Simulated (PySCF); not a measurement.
Molecule: SMILES F[SiH](F)C[SiH3] (CH6F2Si2). Atoms near the plane z = 0.0 Å, at the PBE0/def2-SVP optimised geometry (x, y, z in Å): Si1 (-0.5, -0.4, 0.0), H7 (1.0, -0.4, 0.0), H8 (-1.0, 1.0, 0.0).

Calculation: PySCF 2.14.0 with PBE0/def2-TZVP. Cells within 0.4 Å of a nucleus heavier than hydrogen are left out (blank, or x). The values are rescaled to run from 0 to 1.

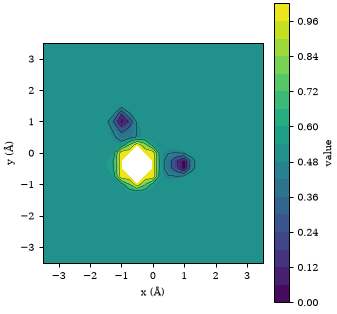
Figure: a field on the plane z = 0.0 Å.

Task: Which quantity is mapped?
(A) electron localisation function
(B) Laplacian of the electron density
(C) electrostatic potential
(D) deformation density (molecule minus spherical neutral atoms)

Result: B, Laplacian of the electron density. In full: Laplacian of the electron density (e/bohr⁵), clipped to [-1.50, 1.50].
